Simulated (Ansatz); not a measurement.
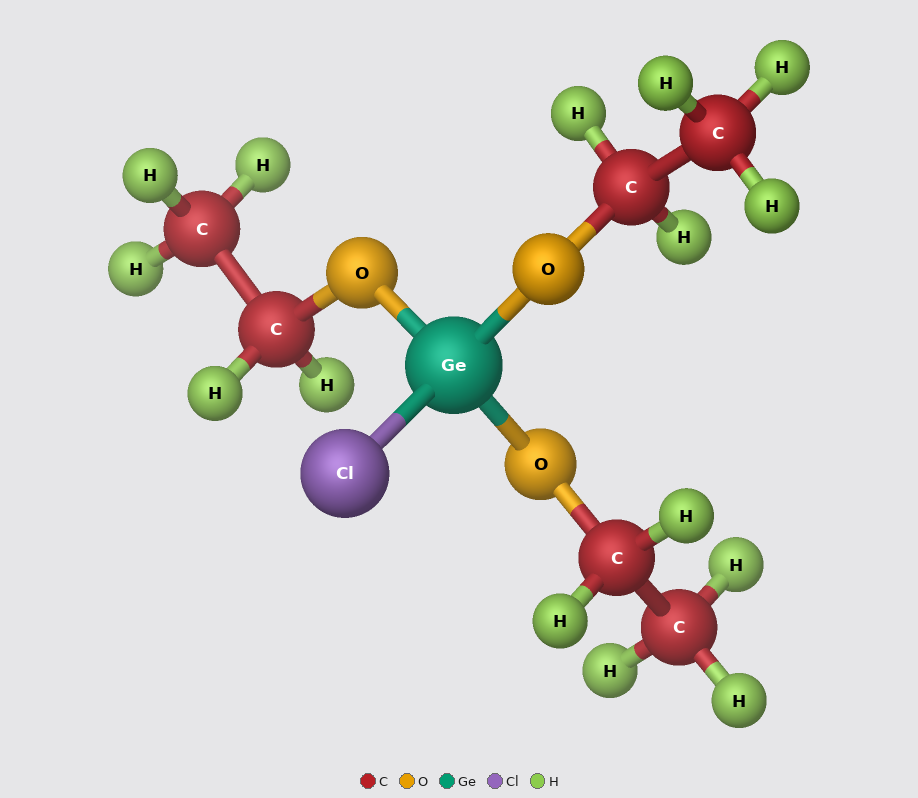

Computed geometry: PBE-D4/def2-SVP optimisation. No frequency run is at hand to confirm it as a minimum. Method: RKS PBE-D4/def2-SVP (Ansatz 0.2.0).

What does the calculation give?

The species is C6H15ClGeO3 (`CC[O][Ge]([Cl])([O]CC)[O]CC`).
- dipole moment: 1.79 D
- dispersion correction: −62.8 kJ/mol
